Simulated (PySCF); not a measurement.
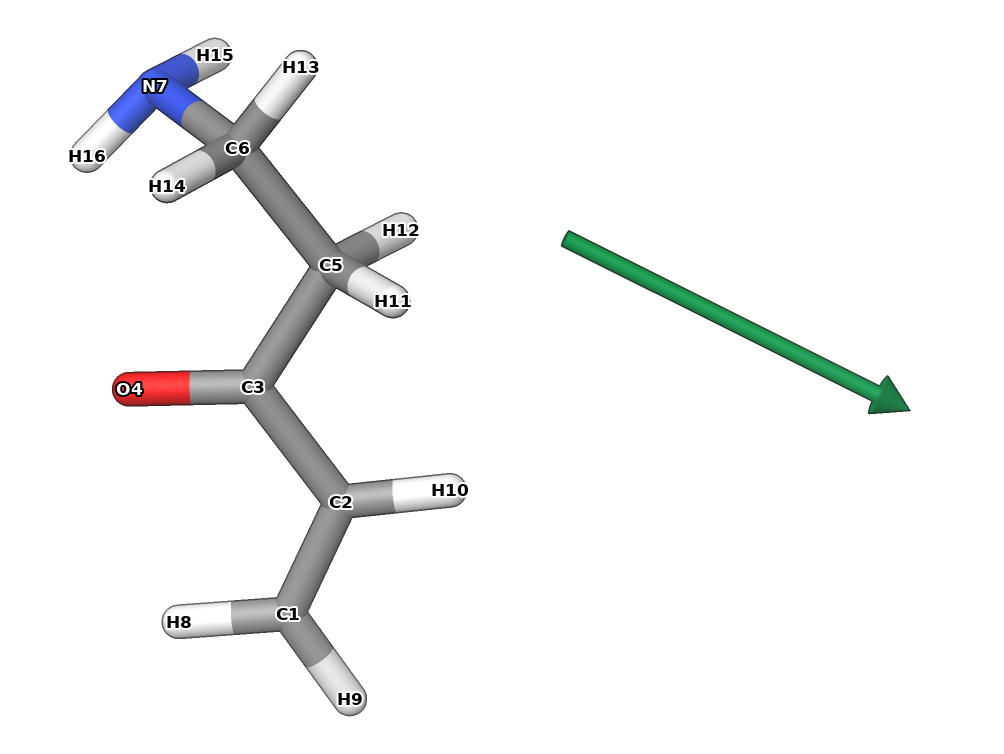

The arrow beside the molecule shows the direction of the dipole moment, from the negative to the positive end (its length means nothing). Geometry: an end point of a reaction path computed with GFN2-xTB. Method: PBE0/pcSseg-1, gas phase (PySCF 2.14.0).

> Estimate the dipole moment.

3.67 D; it points from the side of H16 to the side of H9 (the outermost atoms at the two ends).
